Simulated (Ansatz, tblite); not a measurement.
# Cd6Se4 zinc blende off sphere (Cd₆Se₄Br₄): charged states by level of theory

Aim: the energy of removing and adding an electron for Cd6Se4 zinc blende off sphere (Cd₆Se₄Br₄), by energy differences, and how well orbital energies stand in for it.

Computed with Ansatz 0.2.0, Gaussian basis. Level: as each input shows.

Plan: charge +1 doublet, at the geometry of the singlet (PBE0-D4/def2-TZVP, PBE-D4/def2-TZVP, B3LYP-D4/def2-TZVP); charge -1 doublet, at the geometry of the singlet (PBE0-D4/def2-TZVP, PBE-D4/def2-TZVP, B3LYP-D4/def2-TZVP); the starting singlet's energies come from earlier runs.

2 further runs of the same task are left out: 2 set aside as unsound or not needed.

**1. The structure**

The singlet was relaxed beforehand with PBE-D4/def2-SVP.

14 atoms, charge 0, spin multiplicity 1.

Atoms are counted from 1 here; the program's logs count them from 0.

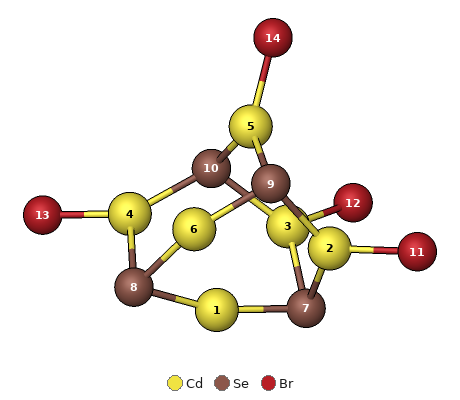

The geometry (cadmium yellow, selenium brown, bromine red); atoms are numbered from 1 in the order of the file.

As a file:

```mol
Br4Cd6Se4
  3D, bonds by distance, orders not assigned

 14 16  0  0  0  0  0  0  0  0999 V2000
    0.7777   -2.4988    0.5152 Cd  0  0
    0.5477   -0.6300   -2.7543 Cd  0  0
   -2.2703   -0.7486   -0.2805 Cd  0  0
    0.3025   -0.1275    3.2418 Cd  0  0
   -0.0454    2.4448   -0.2256 Cd  0  0
    2.5306    0.0865    0.3515 Cd  0  0
   -0.7172   -2.6196   -1.4550 Se  0  0
    2.4660   -1.6458    2.1955 Se  0  0
    1.9782    1.3725   -1.6905 Se  0  0
   -1.3069    0.9176    1.5228 Se  0  0
    0.2903   -0.6046   -5.2227 Br  0  0
   -4.5565   -0.4920   -1.1918 Br  0  0
    0.5750   -0.2725    5.6930 Br  0  0
   -0.5716    4.8180   -0.6993 Br  0  0
  1  7  8  0
  1  8  8  0
  2  7  8  0
  2  9  8  0
  2 11  8  0
  3  7  8  0
  3 10  8  0
  3 12  8  0
  4  8  8  0
  4 10  8  0
  4 13  8  0
  5  9  8  0
  5 10  8  0
  5 14  8  0
  6  8  8  0
  6  9  8  0
M  END
```

Cd takes a core potential in the def2 sets. No spin-orbit coupling is included.

**2. Charge +1 doublet at the fixed geometry, PBE0-D4/def2-TZVP**

The input, in.yaml:

```yaml
crystal:
  periodic: [false, false, false]
  atoms:
    - {symbol: Cd, position_ang: [0.777668, -2.498769, 0.515248]}
    - {symbol: Cd, position_ang: [0.547697, -0.629988, -2.754328]}
    - {symbol: Cd, position_ang: [-2.270261, -0.748639, -0.280525]}
    - {symbol: Cd, position_ang: [0.302543, -0.127474, 3.241824]}
    - {symbol: Cd, position_ang: [-0.045411, 2.444793, -0.225632]}
    - {symbol: Cd, position_ang: [2.530576, 0.086461, 0.351462]}
    - {symbol: Se, position_ang: [-0.717181, -2.619637, -1.454971]}
    - {symbol: Se, position_ang: [2.465974, -1.645760, 2.195493]}
    - {symbol: Se, position_ang: [1.978226, 1.372526, -1.690463]}
    - {symbol: Se, position_ang: [-1.306931, 0.917600, 1.522755]}
    - {symbol: Br, position_ang: [0.290263, -0.604612, -5.222728]}
    - {symbol: Br, position_ang: [-4.556485, -0.491964, -1.191849]}
    - {symbol: Br, position_ang: [0.574961, -0.272519, 5.693038]}
    - {symbol: Br, position_ang: [-0.571641, 4.817972, -0.699316]}
basis:
  gaussian: {orbitals: def2-TZVP, fitting: {mean_field: def2-universal-jkfit}}
total_charge: 1
magnetization: {spin_polarized: true, initial_magnetization: 1}
hamiltonian: {xc: pbe0, dispersion: d4}
scf: {omitted_lower_state_checks: [starts]}
output: {orbitals: {seedname: orbitals}}
```

On the command line:

```sh
ansatz run in.yaml --threads 2 --pin off --events-out ev --progress --plain --max-ram 32768MiB --backend cuda --devices 0, --max-vram 18GiB
```

Standard output:

```text
Functional definition: PBE0
  name "PBE0"
  cite "Adamo & Barone, J. Chem. Phys. 110, 6158 (1999) doi:10.1063/1.478522"
  cite "Perdew, Burke & Ernzerhof, Phys. Rev. Lett. 77, 3865 (1996) doi:10.1103/PhysRevLett.77.3865"
  parent pbe
  parameter a = 0.25
  parameter kappa = 0.804
  parameter beta = 0.06672455060314922
  exchange = (1 - a)*pbe_x(kappa = kappa, mu = beta*pi^2/3) + a*exact_x
  correlation = pbe_c(beta = beta)
these checks for a lower state are left out or cut short: starts
3658 factors; integrals over basis functions are off by at most 5.2e-1 eV
mean field evaluation 1: about -568907.2022 eV, gradient 4.3e1 eV
mean field evaluation 2: about -568633.4281 eV, gradient 1.9e2 eV
mean field evaluation 4: about -568913.1801 eV, gradient 2.4e1 eV
mean field evaluation 8: about -568917.5610 eV, gradient 7.6e0 eV
mean field evaluation 16: about -568918.1447 eV, gradient 2.5e-1 eV
mean field evaluation 32: about -568918.1454 eV, gradient 6.2e-4 eV
mean field -568918.14543977 eV, -20907.3562183421 hartree, gradient 1.7e-6 eV, S^2 0.753451; 0 other end points of the search recorded, 0 dependent functions left out
reference -568918.14549291 eV, -20907.3562202951 hartree; 198, 197 occupied and 426, 427 virtual orbitals, 3658 factors
Total energy: -568919.43583399 eV, -20907.4036394554 hartree
Checks for a lower state left out: starts
```

Run time: 72 s. Hardware: 1 × H100 (card shared with other runs) with 2 threads of AMD EPYC 7R13, shared host; peak host memory 1.3 GiB.

HOMO -10.50 eV, LUMO -10.00 eV (over both spins); ⟨S²⟩ 0.753 (pure: 0.75).

**3. Charge +1 doublet at the fixed geometry, PBE-D4/def2-TZVP**

start.molden holds the orbitals of an earlier run on this state, given as this run's starting guess.

Edit in.yaml of step 2 so:

```diff
@@ -18,6 +18,6 @@
 basis:
-  gaussian: {orbitals: def2-TZVP, fitting: {mean_field: def2-universal-jkfit}}
+  gaussian: {orbitals: def2-TZVP, fitting: {mean_field: def2-universal-jkfit}, initial_orbitals: start.molden}
 total_charge: 1
 magnetization: {spin_polarized: true, initial_magnetization: 1}
-hamiltonian: {xc: pbe0, dispersion: d4}
+hamiltonian: {xc: pbe, dispersion: d4}
 scf: {omitted_lower_state_checks: [starts]}
```

Same command.

Standard output:

```text
Functional definition: PBE
  name "PBE"
  cite "Perdew, Burke & Ernzerhof, Phys. Rev. Lett. 77, 3865 (1996) doi:10.1103/PhysRevLett.77.3865"
  parent pbe
  parameter kappa = 0.804
  parameter beta = 0.06672455060314922
  exchange = pbe_x(kappa = kappa, mu = beta*pi^2/3)
  correlation = pbe_c(beta = beta)
these checks for a lower state are left out or cut short: starts
3658 factors; integrals over basis functions are off by at most 5.2e-1 eV
mean field evaluation 1: about -568901.5102 eV, gradient 1.7e1 eV
mean field evaluation 2: about -568902.1044 eV, gradient 7.8e-1 eV
mean field evaluation 4: about -568902.1412 eV, gradient 3.1e-1 eV
mean field evaluation 8: about -568902.1433 eV, gradient 4.9e-5 eV
mean field evaluation 16: about -568902.1433 eV, gradient 2.5e-6 eV
mean field -568902.14333690 eV, -20906.7681519083 hartree, gradient 2.5e-6 eV, S^2 0.750958; 0 other end points of the search recorded, 0 dependent functions left out
reference -568902.14340735 eV, -20906.7681544973 hartree; 198, 197 occupied and 426, 427 virtual orbitals, 3658 factors
Total energy: -568903.55888613 eV, -20906.8201723830 hartree
Checks for a lower state left out: starts
```

It took 31 s on 1 × H100 (card shared with other runs) with 2 threads of AMD EPYC 7R13, shared host; peak host memory 1.3 GiB.

From the report: HOMO -9.72 eV, LUMO -9.73 eV (over both spins; with the spin held, an empty level of the minority spin lies below the top filled one); ⟨S²⟩ 0.751 (pure: 0.75).

**4. Charge +1 doublet at the fixed geometry, B3LYP-D4/def2-TZVP**

Edit in.yaml of step 3 so:

```diff
@@ -21,3 +21,3 @@
 magnetization: {spin_polarized: true, initial_magnetization: 1}
-hamiltonian: {xc: pbe, dispersion: d4}
+hamiltonian: {xc: {name: B3LYP}, dispersion: d4}
 scf: {omitted_lower_state_checks: [starts]}
```

The command is unchanged.

Standard output:

```text
Functional definition: B3LYP
  name "B3LYP"
  cite "Stephens, Devlin, Chabalowski & Frisch, J. Phys. Chem. 98, 11623 (1994) doi:10.1021/j100096a001"
  cite "Becke, Phys. Rev. A 38, 3098 (1988) doi:10.1103/PhysRevA.38.3098"
  cite "Lee, Yang & Parr, Phys. Rev. B 37, 785 (1988) doi:10.1103/PhysRevB.37.785"
  cite "Vosko, Wilk & Nusair, Can. J. Phys. 58, 1200 (1980) doi:10.1139/p80-159"
  parameter a0 = 0.2
  parameter ax = 0.72
  parameter ac = 0.81
  exchange = (1 - a0 - ax)*slater_x + ax*b88_x + a0*exact_x
  correlation = (1 - ac)*vwn_rpa_c + ac*lyp_c
these checks for a lower state are left out or cut short: starts
3658 factors; integrals over basis functions are off by at most 5.2e-1 eV
mean field evaluation 1: about -568997.1992 eV, gradient 9.3e0 eV
mean field evaluation 2: about -568997.4177 eV, gradient 2.7e-1 eV
mean field evaluation 4: about -568997.4326 eV, gradient 5.7e-2 eV
mean field evaluation 8: about -568997.4327 eV, gradient 2.2e-5 eV
mean field evaluation 16: about -568997.4327 eV, gradient 2.8e-6 eV
mean field -568997.43268316 eV, -20910.2699707941 hartree, gradient 2.8e-6 eV, S^2 0.752658; 0 other end points of the search recorded, 0 dependent functions left out
reference -568997.43314607 eV, -20910.2699878058 hartree; 198, 197 occupied and 426, 427 virtual orbitals, 3658 factors
Total energy: -568999.76557501 eV, -20910.3557029880 hartree
Checks for a lower state left out: starts
```

It took 65 s on 1 × H100 (card shared with other runs) with 2 threads of AMD EPYC 7R13, shared host; peak host memory 1.3 GiB.

Report: HOMO -10.33 eV, LUMO -9.94 eV (over both spins); ⟨S²⟩ 0.753 (pure: 0.75).

**5. Vertical ionisation energy**

Charged state less starting state, singlet to doublet; the starting state's energies are those of its earlier runs.

```tsv
level	vertical ionisation energy (eV)	time
PBE-D4/def2-TZVP	+8.16	42 s
B3LYP-D4/def2-TZVP	+8.72	84 s
PBE0-D4/def2-TZVP	+8.87	91 s
```

Times add the two runs; a level without a time comes out of a correlated run.

Beside −ε(HOMO) of the starting state:

```tsv
level	−ε(HOMO) (eV)	by difference (eV)	mismatch (eV)
PBE-D4/def2-TZVP	6.49	8.16	-1.67
B3LYP-D4/def2-TZVP	7.42	8.72	-1.30
PBE0-D4/def2-TZVP	7.68	8.87	-1.19
```

**6. Charge -1 doublet at the fixed geometry, PBE0-D4/def2-TZVP**

Edit in.yaml of step 4 so:

```diff
@@ -18,6 +18,6 @@
 basis:
-  gaussian: {orbitals: def2-TZVP, fitting: {mean_field: def2-universal-jkfit}, initial_orbitals: start.molden}
-total_charge: 1
+  gaussian: {orbitals: def2-TZVP, fitting: {mean_field: def2-universal-jkfit}}
+total_charge: -1
 magnetization: {spin_polarized: true, initial_magnetization: 1}
-hamiltonian: {xc: {name: B3LYP}, dispersion: d4}
+hamiltonian: {xc: pbe0, dispersion: d4}
 scf: {omitted_lower_state_checks: [starts]}
```

Launched as before.

Standard output:

```text
Functional definition: PBE0
  name "PBE0"
  cite "Adamo & Barone, J. Chem. Phys. 110, 6158 (1999) doi:10.1063/1.478522"
  cite "Perdew, Burke & Ernzerhof, Phys. Rev. Lett. 77, 3865 (1996) doi:10.1103/PhysRevLett.77.3865"
  parent pbe
  parameter a = 0.25
  parameter kappa = 0.804
  parameter beta = 0.06672455060314922
  exchange = (1 - a)*pbe_x(kappa = kappa, mu = beta*pi^2/3) + a*exact_x
  correlation = pbe_c(beta = beta)
these checks for a lower state are left out or cut short: starts
3658 factors; integrals over basis functions are off by at most 5.2e-1 eV
mean field evaluation 1: about -568921.4339 eV, gradient 4.0e1 eV
mean field evaluation 2: about -568906.1355 eV, gradient 7.1e1 eV
mean field evaluation 4: about -568929.6285 eV, gradient 3.7e0 eV
mean field evaluation 8: about -568929.7101 eV, gradient 2.0e-1 eV
mean field evaluation 16: about -568929.7114 eV, gradient 1.9e-3 eV
mean field -568929.71135495 eV, -20907.7812578855 hartree, gradient 2.5e-5 eV, S^2 0.755062; 0 other end points of the search recorded, 0 dependent functions left out
reference -568929.71140513 eV, -20907.7812597295 hartree; 199, 198 occupied and 425, 426 virtual orbitals, 3658 factors
Total energy: -568931.02237056 eV, -20907.8294368205 hartree
Checks for a lower state left out: starts
```

Run time: 36 s. Hardware: 1 × H100 (card shared with other runs) with 2 threads of AMD EPYC 7R13, shared host; peak host memory 1.3 GiB.

From the report: HOMO -1.63 eV, LUMO -0.39 eV (over both spins); ⟨S²⟩ 0.755 (pure: 0.75).

**7. Charge -1 doublet at the fixed geometry, PBE-D4/def2-TZVP**

Edit in.yaml of step 6 so:

```diff
@@ -18,6 +18,6 @@
 basis:
-  gaussian: {orbitals: def2-TZVP, fitting: {mean_field: def2-universal-jkfit}}
+  gaussian: {orbitals: def2-TZVP, fitting: {mean_field: def2-universal-jkfit}, initial_orbitals: start.molden}
 total_charge: -1
 magnetization: {spin_polarized: true, initial_magnetization: 1}
-hamiltonian: {xc: pbe0, dispersion: d4}
+hamiltonian: {xc: pbe, dispersion: d4}
 scf: {omitted_lower_state_checks: [starts]}
```

The command is unchanged.

Standard output:

```text
Functional definition: PBE
  name "PBE"
  cite "Perdew, Burke & Ernzerhof, Phys. Rev. Lett. 77, 3865 (1996) doi:10.1103/PhysRevLett.77.3865"
  parent pbe
  parameter kappa = 0.804
  parameter beta = 0.06672455060314922
  exchange = pbe_x(kappa = kappa, mu = beta*pi^2/3)
  correlation = pbe_c(beta = beta)
these checks for a lower state are left out or cut short: starts
3658 factors; integrals over basis functions are off by at most 5.2e-1 eV
mean field evaluation 1: about -568912.4855 eV, gradient 1.7e1 eV
mean field evaluation 2: about -568913.0650 eV, gradient 7.4e-1 eV
mean field evaluation 4: about -568913.0972 eV, gradient 6.2e-2 eV
mean field evaluation 8: about -568913.0972 eV, gradient 1.6e-5 eV
mean field -568913.09724653 eV, -20907.1707006626 hartree, gradient 1.6e-5 eV, S^2 0.751412; 0 other end points of the search recorded, 0 dependent functions left out
reference -568913.09731264 eV, -20907.1707030920 hartree; 199, 198 occupied and 425, 426 virtual orbitals, 3658 factors
Total energy: -568914.53508173 eV, -20907.2235401313 hartree
Checks for a lower state left out: starts
```

It took 15 s on 1 × H100 (card shared with other runs) with 2 threads of AMD EPYC 7R13, shared host; peak host memory 1.2 GiB.

Report: HOMO -1.25 eV, LUMO -1.05 eV (over both spins); ⟨S²⟩ 0.751 (pure: 0.75).

**8. Charge -1 doublet at the fixed geometry, B3LYP-D4/def2-TZVP**

Edit in.yaml of step 7 so:

```diff
@@ -21,3 +21,3 @@
 magnetization: {spin_polarized: true, initial_magnetization: 1}
-hamiltonian: {xc: pbe, dispersion: d4}
+hamiltonian: {xc: {name: B3LYP}, dispersion: d4}
 scf: {omitted_lower_state_checks: [starts]}
```

The command is unchanged.

Standard output:

```text
Functional definition: B3LYP
  name "B3LYP"
  cite "Stephens, Devlin, Chabalowski & Frisch, J. Phys. Chem. 98, 11623 (1994) doi:10.1021/j100096a001"
  cite "Becke, Phys. Rev. A 38, 3098 (1988) doi:10.1103/PhysRevA.38.3098"
  cite "Lee, Yang & Parr, Phys. Rev. B 37, 785 (1988) doi:10.1103/PhysRevB.37.785"
  cite "Vosko, Wilk & Nusair, Can. J. Phys. 58, 1200 (1980) doi:10.1139/p80-159"
  parameter a0 = 0.2
  parameter ax = 0.72
  parameter ac = 0.81
  exchange = (1 - a0 - ax)*slater_x + ax*b88_x + a0*exact_x
  correlation = (1 - ac)*vwn_rpa_c + ac*lyp_c
these checks for a lower state are left out or cut short: starts
3658 factors; integrals over basis functions are off by at most 5.2e-1 eV
mean field evaluation 1: about -569008.7006 eV, gradient 9.3e0 eV
mean field evaluation 2: about -569008.9189 eV, gradient 2.6e-1 eV
mean field evaluation 4: about -569008.9339 eV, gradient 4.9e-3 eV
mean field -569008.93387148 eV, -20910.6926316690 hartree, gradient 2.5e-5 eV, S^2 0.753009; 0 other end points of the search recorded, 0 dependent functions left out
reference -569008.93430301 eV, -20910.6926475275 hartree; 199, 198 occupied and 425, 426 virtual orbitals, 3658 factors
Total energy: -569011.30285768 eV, -20910.7796903059 hartree
Checks for a lower state left out: starts
```

Wall time 25 s (1 × H100 (card shared with other runs) with 2 threads of AMD EPYC 7R13, shared host); peak host memory 1.2 GiB.

From the report: HOMO -1.59 eV, LUMO -0.64 eV (over both spins); ⟨S²⟩ 0.753 (pure: 0.75).

**9. Vertical electron affinity**

Starting state less charged state (positive: the electron is bound), singlet to doublet; the starting state's energies are those of its earlier runs.

```tsv
level	vertical electron affinity (eV)	time
PBE-D4/def2-TZVP	+2.82	26 s
B3LYP-D4/def2-TZVP	+2.81	44 s
PBE0-D4/def2-TZVP	+2.71	55 s
```

Times add the two runs; a level without a time comes out of a correlated run.

Beside −ε(LUMO) of the starting state:

```tsv
level	−ε(LUMO) (eV)	by difference (eV)	mismatch (eV)
PBE-D4/def2-TZVP	4.39	2.82	+1.58
B3LYP-D4/def2-TZVP	4.01	2.81	+1.20
PBE0-D4/def2-TZVP	3.78	2.71	+1.07
```

**10. Summary of results**

```
                                            quantity                               value
vertical ionisation energy, functionals in def2-TZVP  8.16 (PBE-D4) to 8.87 eV (PBE0-D4)
vertical electron affinity, functionals in def2-TZVP  2.71 (PBE0-D4) to 2.82 eV (PBE-D4)
```

In words: The vertical ionisation energy spans 8.16 to 8.87 eV over the functionals. −ε(HOMO) misses the level's own difference by -1.19 eV at best (PBE0-D4) and -1.67 eV at worst (PBE-D4). The vertical electron affinity spans 2.71 to 2.82 eV over the functionals. −ε(LUMO) misses the level's own difference by +1.07 eV at best (PBE0-D4) and +1.58 eV at worst (PBE-D4).
